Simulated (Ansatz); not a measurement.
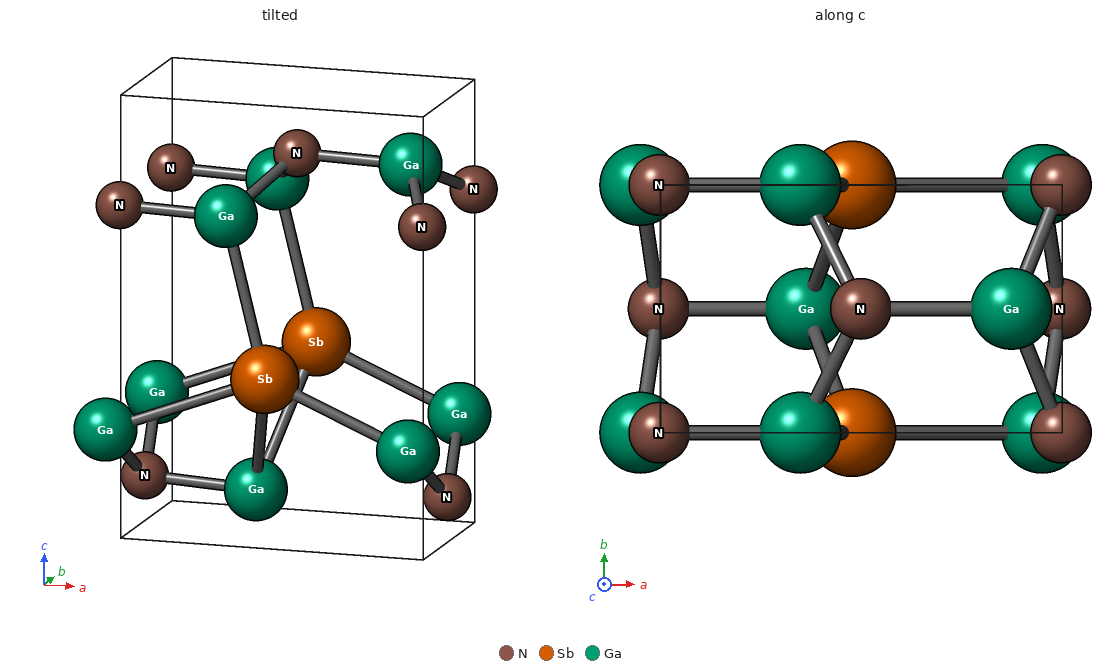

Ball-and-stick representation of a periodic structure, projected slightly off an axis and along the c axis. The parallelepiped is the conventional unit cell.

Ga4SbN3, space group Pm (No. 6), a = 5.252 Å, b = 3.237 Å, c = 7.569 Å, α = 90.00°, β = 90.93°, γ = 90.00°. Starting structure: a structure type filled with these elements by a generator (whether the compound takes this form wasn't checked). Earlier steps of the study, as a rule a relaxation of our own, may have changed the cell and positions, so they can lie some per cent off the listed ones. It went into a calculation with Ansatz.

This one geometry was computed with Ansatz (DFT, plane waves, PAW) at three levels of theory: r2SCAN, PBE and PBE with spin-orbit coupling. It was relaxed beforehand with r2SCAN.

Which level gives the highest pressure at this volume, and what does that say about its equilibrium volume?

Highest: PBE (3.9 GPa) and PBE with spin-orbit coupling (3.9 GPa), which points to the largest equilibrium volume. Lowest, with the smallest volume: r2SCAN (-0.1 GPa). Levels within 0.5 GPa of each other can't be told apart.

How does the band gap change with the level of theory?

All levels give a metal, though semilocal functionals underestimate gaps and can close a small one.

Collect the results in a table.

| level | cutoff (eV) | k-mesh of the run's cell | gap (eV) | pressure (GPa) |
| --- | --- | --- | --- | --- |
| r2SCAN | 500 | 6×8×4 | metal | -0.1 |
| PBE | 420 | 6×8×4 | metal | 3.9 |
| PBE with spin-orbit coupling | 420 | 6×8×4 | metal | 3.9 |

Gaps are taken on the k-mesh or band path of each run.
